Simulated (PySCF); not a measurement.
C$_{3}$H$_{10}$O, SMILES `C.CCO`.

Method: PBE/def2-SVP; geometry: GFN2-xTB; program: PySCF. The pair's geometry is semi-empirical, so its contact may be too short or too long.

Coordinates in Å:

```
C1      -2.7630    0.1653   -0.0467
H2      -2.7483   -0.8920    0.1861
H3      -2.3945    0.3257   -1.0527
H4      -2.1477    0.7034    0.6635
H5      -3.7803    0.5291    0.0187
C6       1.2251    1.1559    0.1158
C7       1.5007   -0.2985   -0.2517
O8       0.5172   -1.1803    0.2344
H9       2.0505    1.7845   -0.2065
H10      1.1087    1.2523    1.1927
H11      0.3135    1.5057   -0.3665
H12      2.4375   -0.6320    0.2008
H13      1.5918   -0.3938   -1.3445
H14     -0.3458   -0.8768   -0.0714
```

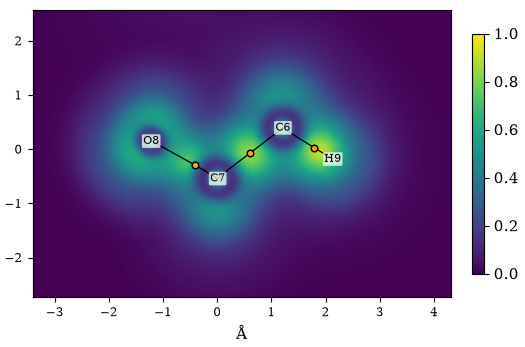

Localised orbital locator (LOL) in the plane of C6, C7, O8 and H9, with bond paths and bond critical points (dots).

> What values does LOL take at the bond critical points in this plane?

C6–H9: about 0.88; C6–C7: about 0.83; C7–O8: about 0.56. Values above 0.5 mark slow, localised electrons, as in shared pairs; low values at a critical point mark a polar or closed-shell contact whose critical point lies between the shells.

> Where along C7–O8 does the critical point lie?

0.49 Å from C7 and 0.91 Å from O8.

Cost of the run: 14 s on 1 thread of Arm Neoverse V1 (shared host), peak memory 0.43 GiB.
